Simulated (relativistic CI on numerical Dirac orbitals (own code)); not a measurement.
```
atom Re  Z=75  charge=7  electrons=68
nucleus A=187  rms_radius_fm=5.3698
hamiltonian dirac-coulomb  breit=on  qed=on  c_scale=1
orbitals kli  potential=per-configuration
slater_scale 0.8
correlation none
mixing on
configurations
  [Xe] 4f14
  [He] 2s2 2p5 3s2 3p6 3d10 4s2 4p6 4d10 4f14 5s2 5p6 5d
end
absorption L2,3 T=80 lorentz=7.5 gauss=1
crystal_field Oh 10Dq=22550
```

Multiplet model: relativistic Dirac–Coulomb–Breit theory, one configuration a step, Slater integrals scaled by 0.8, 80 K, Voigt broadening (Lorentzian 7.5 eV, Gaussian 1 eV full widths), computed with a radial Dirac CI code.

The L₂,₃ X-ray absorption spectrum that results, with the strongest transitions as sticks:

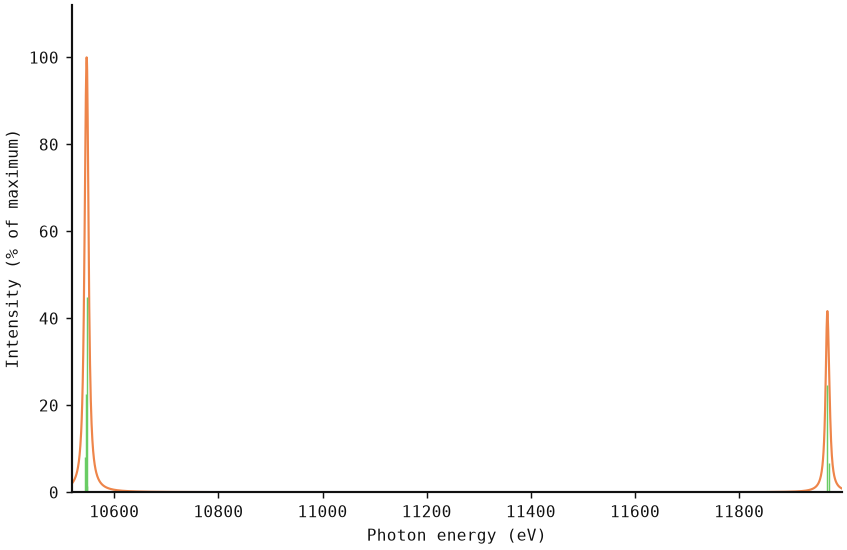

The main maxima lie at 10547.1 eV (100) and 11969.4 eV (42), heights in % of the largest; the centroid is at 10958.1 eV. The lower edge holds 0.71 of the intensity (branching ratio, edges parted at 11259 eV), and the core spin-orbit splitting of the orbitals is 1450 eV. The ground state has S = 0.00.

Caveat: free-ion energies, so absolute edge positions are off by a few eV from solids.
